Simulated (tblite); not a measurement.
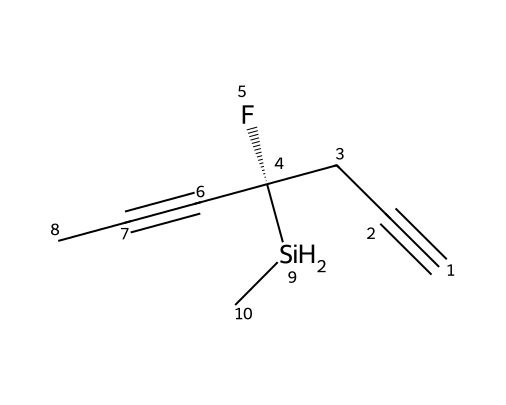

Skeletal drawing with numbered atoms; wedges and dashes mark any stereocentres. The configuration is that of a computed structure (GFN2-xTB).

Question: What are the Cahn–Ingold–Prelog descriptors?

Answer: C4: R.

Question: Write the isomeric SMILES.

Answer: C#CC[C@](F)(C#CC)[SiH2]C
